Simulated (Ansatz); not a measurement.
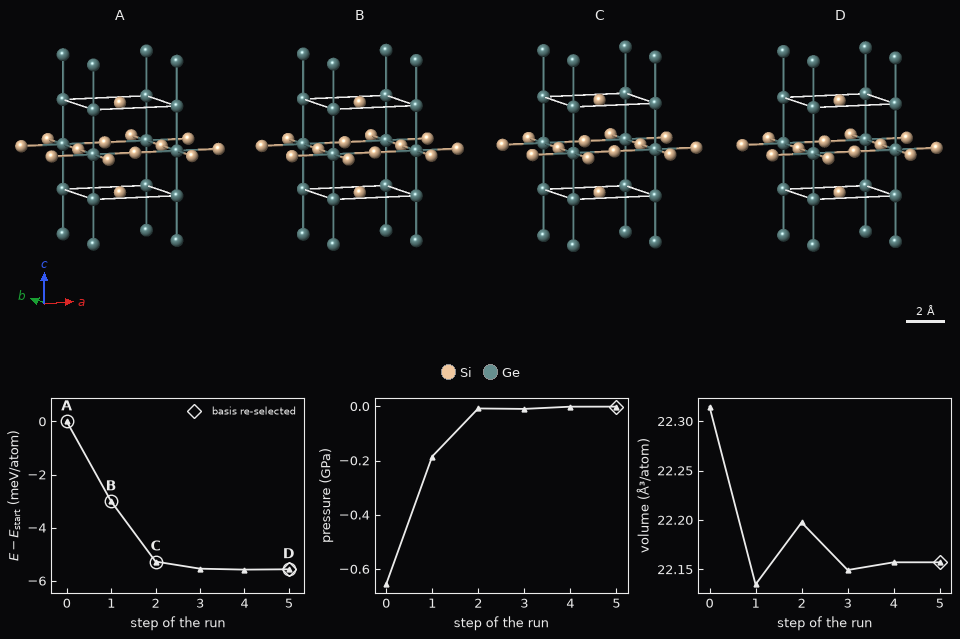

Frames of a relaxation of crystalline Si3Ge2 (a generated structure, set up in P4/mmm), marked on the history of the run. The picture is a ball-and-stick view of the cell of the calculation, seen slightly off an axis.

Theory: DFT PBE, scalar-relativistic, plane waves, PAW in Ansatz 0.2.0. Settings: plane-wave cutoff 420 eV; k-point mesh 8 × 8 × 8; occupations gaussian; smearing width 0.1 eV; no spin polarisation; cell and atoms relaxed; force threshold 0.01 eV/Å; at most 80 steps.

What happens along the run?

After 4 accepted moves (5 points after the start) the energy has fallen by 5.6 meV per atom. All forces vanish by symmetry, so only the cell relaxes. Pressure: −0.66 GPa at the start and 0.00 GPa at the end. The SCF was repeated once at an unchanged geometry on a basis and grid sized afresh for the cell, which shifted the energy by less than 0.05 meV per atom at most. The atoms keep their places relative to the cell (all moves are under 0.005 Å). Cell: a = b 4.787 → 4.710 Å (−1.6 %), c 4.869 → 4.993 Å (+2.5 %). Volume −0.7 %. Among the contacts that change: Ge–Ge 2.435 → 2.497 Å, Ge–Si 2.393 → 2.355 Å. The space group stays P4/mmm (No. 123). From step 0 to 1: volume −0.8 %, energy −3.0 meV per atom. From step 1 to 2: volume +0.3 %, energy −2.3 meV per atom. From step 2 to 5: volume −0.2 %, energy −0.3 meV per atom.

```
step  E − E(0), meV/atom  pressure, GPa  volume, Å³/atom                      note
   0                0.00          -0.66           22.315                          
   1               -3.01          -0.19           22.135                          
   2               -5.28          -0.01           22.197                          
   3               -5.54          -0.01           22.149                          
   4               -5.58           0.00           22.157                          
   5               -5.57           0.00           22.157  same geometry, new basis
```
